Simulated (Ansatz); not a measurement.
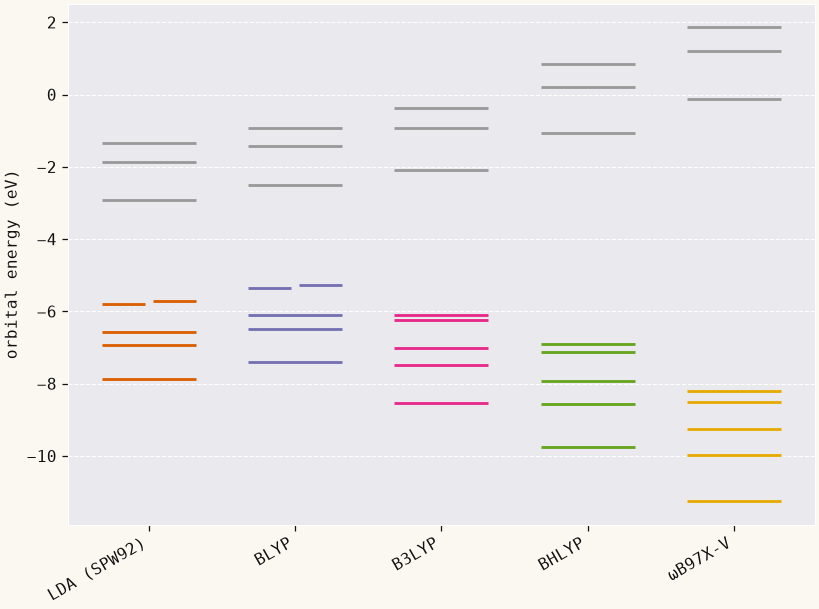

Frontier orbital energies of C₁₆H₁₀, SMILES c1ccc2c(c1)-c1cccc3cccc-2c13 at one geometry, def2-TZVPP, the Ansatz code 0.2.0, at a PBE0-D4/def2-TZVP geometry (no frequency check). Empty levels are grey, levels within 0.1 eV stand side by side; all columns show the same few orbitals around the gap.

Q: Compare the HOMO-LUMO separations.

A: The separation grows from 2.77 eV (LDA (SPW92)) to 8.07 eV (ωB97X-V).

```
      level  HOMO (eV)  LUMO (eV)  separation (eV)
LDA (SPW92)      −5.70      −2.93             2.77
       BLYP      −5.27      −2.49             2.78
      B3LYP      −6.09      −2.09             4.00
      BHLYP      −6.91      −1.05             5.86
    ωB97X-V      −8.20      −0.12             8.07
```

Limits of at least one run: empty levels above zero depend strongly on the basis.
